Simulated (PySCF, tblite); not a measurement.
# C5H11Cl2NSi: geometry, infrared bands and NMR shifts

Aim: predict the infrared bands and NMR shifts of C5H11Cl2NSi (`C/C=C\[Si@@H](NC)C(Cl)Cl`).

Programs: tblite 0.8.0 and PySCF 2.14.0, with density-fitted response routines of our own. Each step states its level of theory. These are calculated values for one molecule in the gas phase, unless marked as measured. Atoms count from 0, in the outputs and in this text.

## Step 1: Starting geometry

20 atoms, charge 0, multiplicity 1; geometry from: force field or distance geometry start.

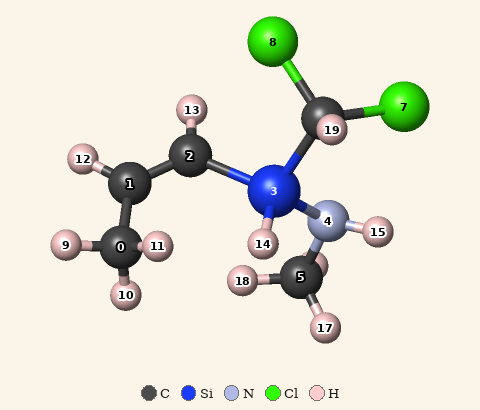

As it starts; carbon dark grey, silicon blue, nitrogen light blue, chlorine green, hydrogen pink, atoms numbered.

## Step 2: Optimising the geometry with GFN2-xTB

The job: settings as JSON, then the geometry in Å.

```
{"job": {"kind": "relax", "xc": "GFN2-xTB", "basis": "xTB"}, "charge": 0, "multiplicity": 1}
C      2.474500    -0.772200    -0.100100
C      1.888900    -0.034000     1.075900
C      0.705900     0.528600     1.060500
Si    -0.396700     0.498700    -0.448300
N     -1.901200    -0.395500    -0.101400
C     -1.737500    -1.776400     0.211200
C     -0.920700     2.251800    -0.825200
Cl    -2.706000     2.356200    -0.694300
Cl    -0.223900     3.283000     0.434800
H      3.565700    -0.777300     0.092800
H      2.144700    -1.841300    -0.067500
H      2.226400    -0.268300    -1.042700
H      2.473600     0.029900     2.014800
H      0.366900     1.033400     1.943200
H      0.286800     0.001800    -1.622500
H     -2.583400    -0.259000    -0.868600
H     -2.427300    -2.007900     1.061800
H     -1.974200    -2.413500    -0.677900
H     -0.681400    -1.979100     0.557200
H     -0.586100     2.551800    -1.832900
```

Command:

```sh
> OMP_NUM_THREADS=1 python probes_run.py task.json out
```

This one command runs all jobs of the session in turn.

**Question.** This job is followed by: GFN2-xTB harmonic vibrations, gas phase; GIAO PBE0/pcSseg-1 NMR shielding, non-relativistic, gas phase. Predict these results of the whole session: strongest single infrared mode (GFN2-xTB); zero-point energy (GFN2-xTB); 13C shifts against TMS (PBE0/pcSseg-1); 1H shifts against TMS (PBE0/pcSseg-1, means over atoms taken as alike); 29Si shifts against TMS (PBE0/pcSseg-1); 15N shifts against NH3 (PBE0/pcSseg-1); 35Cl shifts against HCl (PBE0/pcSseg-1).

As calculated:

```
                                                              quantity                                         value
                             strongest single infrared mode (GFN2-xTB)                         2155 cm⁻¹, 269 km/mol
                                          zero-point energy (GFN2-xTB)                                 94.1 kcal/mol
                                13C shifts against TMS (PBE0/pcSseg-1)            157.5, 128.8, 71.8, 30.0, 25.3 ppm
1H shifts against TMS (PBE0/pcSseg-1, means over atoms taken as alike)  7.01, 5.84, 5.43, 5.33, 2.74, 2.04, 0.58 ppm
                               29Si shifts against TMS (PBE0/pcSseg-1)                                     -32.0 ppm
                                15N shifts against NH3 (PBE0/pcSseg-1)                                      14.1 ppm
                               35Cl shifts against HCl (PBE0/pcSseg-1)                                  193, 190 ppm
```

The optimisation took 197 steps and gained 0.761 eV; among the close pairs (by a distance rule), Si3–N4 changed most, from 1.784 to 1.711 Å. No mode is imaginary among the 54: a minimum at this level. The strongest single mode, at 2155 cm⁻¹, moves mainly H14. GFN2-xTB is a fitted tight-binding method: band positions and strengths are rough. Its intensities can rank the bands wrongly. C6 stands next to heavy halogen, whose spin-orbit shielding this run leaves out, so the computed shift lies too far downfield, most of all for carbon beside Br or I.
